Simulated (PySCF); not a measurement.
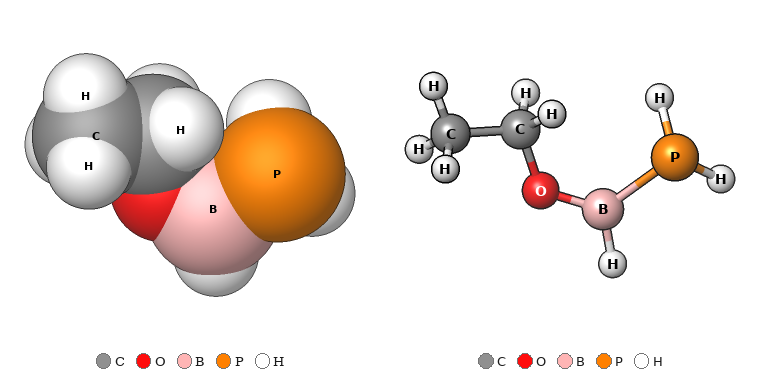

Two views of one molecule.

Computed geometry: PBE0-D3(BJ)/def2-SVP optimisation. No frequency run is at hand to confirm it as a minimum.

**Give the formula.**

C2H8BOP, 13 atoms: 2 carbon, 8 hydrogen, 1 boron, 1 oxygen and 1 phosphorus.

**Name some functional groups or characteristic bonds that it holds.**

Among them: B–H bond.

**Does it have rings?**

It has no ring.

**Count the bonded pairs by element.**

5 C–H, 2 P–H, 1 C–C, 1 C–O, 1 B–O, 1 B–P, 1 B–H.

**Write the SMILES.**

CCOBP

The parts below concern this one geometry. Atoms keep their numbers from picture to picture.

**Geometry**

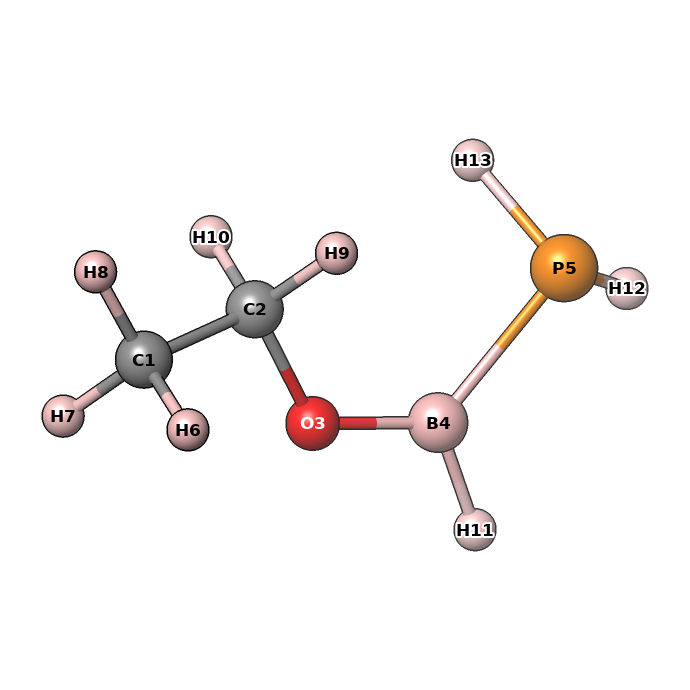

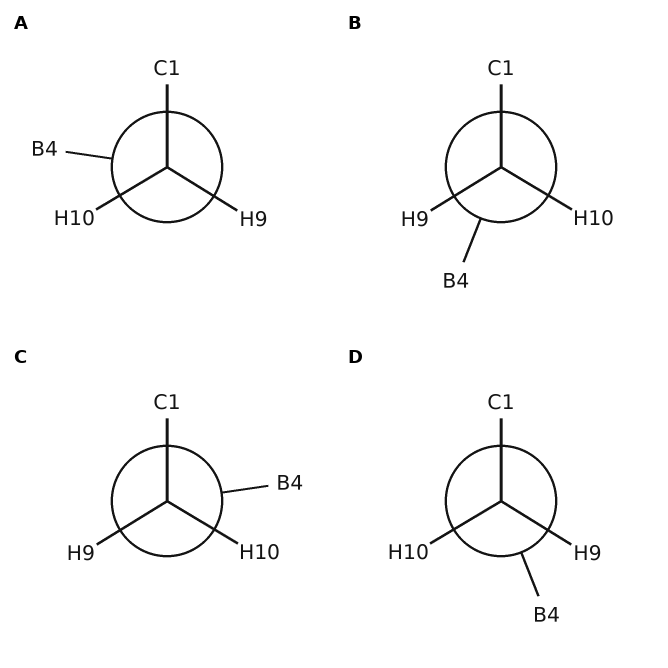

Distant atoms are faded towards the background colour. Bonds that would overlap in a projection are set slightly apart. No frequency run is at hand to confirm it as a minimum.

**Which Newman projection shows the view along C2–O3, with C2 in front?**

B. The torsion angle C1–C2–O3–B4 is −159°, antiperiplanar (anti).

**Electronic properties**

No frequency run is at hand to confirm it as a minimum. Method: WP04/pcSseg-2, gas phase (PySCF 2.14.0).

**Estimate the dipole moment.**

1.66 D.

**Estimate the HOMO energy (Kohn–Sham orbital).**

−8.25 eV.

**Give the LUMO energy (Kohn–Sham orbital) at this level.**

−2.36 eV.

**Charges**

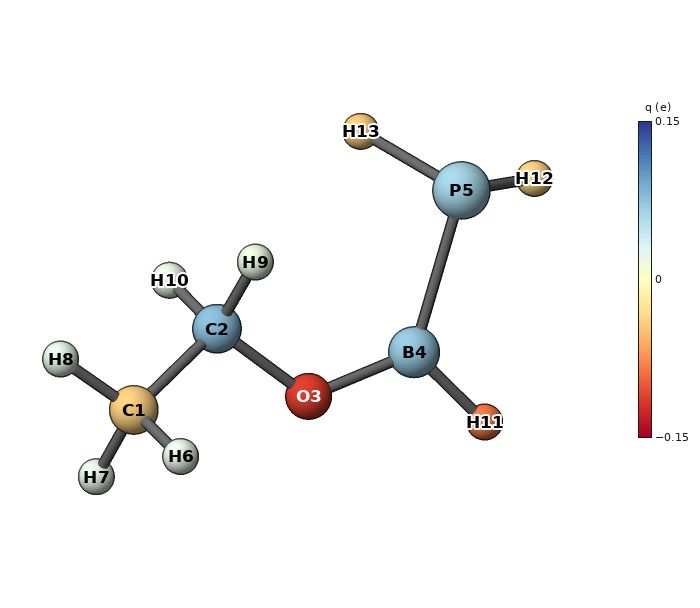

Atoms are coloured by their Hirshfeld charges. No frequency run is at hand to confirm it as a minimum. Level of theory: PBE0/STO-3G, gas phase (PySCF 2.14.0).

**Which atom carries the highest charge (most positive or least negative)?**

C2 (0.08 e).

**And the lowest?**

O3 (−0.11 e).

List the Hirshfeld charges.

| atom | value (e) |
| --- | --- |
| C1 | −0.04 |
| C2 | 0.08 |
| O3 | −0.11 |
| B4 | 0.07 |
| P5 | 0.06 |
| H6 | 0.02 |
| H7 | 0.02 |
| H8 | 0.02 |
| H9 | 0.02 |
| H10 | 0.02 |
| H11 | −0.08 |
| H12 | −0.04 |
| H13 | −0.04 |

**Quadrupole coupling**

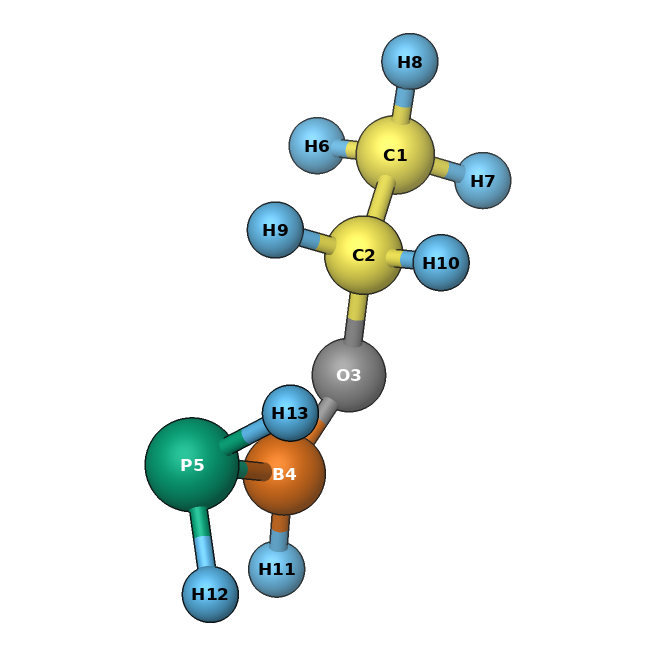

No frequency run is at hand to confirm it as a minimum. Electric field gradients from the ground-state density, PBE0/6-31G (PySCF 2.14.0), non-relativistic apart from any core potentials.

Give the largest field-gradient component, the quadrupole coupling constant and the asymmetry for 17O at O3 (Q = −25.6 mb), 11B at B4 (Q = 40.59 mb).

```csv
atom,V_zz (a.u.),e²qQ/h (MHz),η
O3,1.369,−8.23,0.22
B4,0.311,2.97,0.58
```
